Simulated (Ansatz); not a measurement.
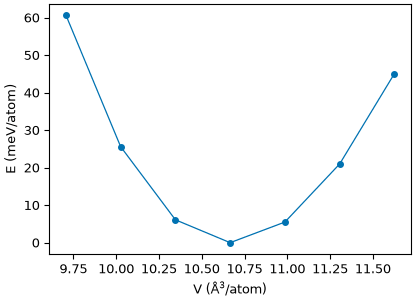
Figure: AlN (zinc blende, F-43m) under volume change, the program Ansatz at the PBE level (PAW), scaled uniformly.

Task: What does a third-order Birch–Murnaghan fit give for V₀, B₀ and B′?

Result: V₀ = 10.67 Å³/atom, B₀ = 193 GPa, B′ = 3.9.

The cell was relaxed with PBE under the symmetry of its start.

Potentials: the earlier of the program's two PAW sets.
